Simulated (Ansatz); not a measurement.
Fe (bcc, W type)

```xyz
1
Lattice="-1.3935 1.3935 1.3935 1.3935 -1.3935 1.3935 1.3935 1.3935 -1.3935" Properties=species:S:1:pos:R:3 pbc="T T T"
Fe     0.0000     0.0000     0.0000
```

Equation-of-state scan: isotropic scaling of the cell above, V₀ being its volume. Symmetry pins the atoms to their sites.

Calculation: PBEsol (plane waves to 420 eV, PAW, scalar-relativistic; Ansatz, a program for electronic structure). k mesh 23×23×23 (Γ-centred), Fermi-Dirac smearing 0.05 eV. Energies are smeared free energies. Fe was relaxed with its symmetry unable to fall. Relaxed Fe ends ferromagnetic. The magnetic order is the one the run started from; other orders were not tried. The zero of ΔE is the relaxed starting cell.

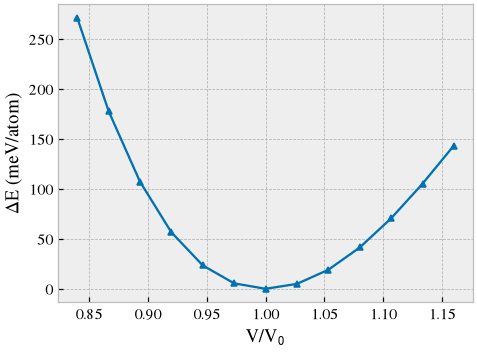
Figure. ΔE (meV/atom) against V/V₀; one marker a computed point.

What is ΔE at V/V₀ = 1.160?

About 140 meV/atom.

What is ΔE at V/V₀ = 0.840?

About 270 meV/atom.

What bulk modulus B₀ follows from a third-order Birch-Murnaghan fit?

About 220 GPa.

(A scan under strain: stresses follow from slopes of the energy per volume, elastic moduli from its curvatures.)
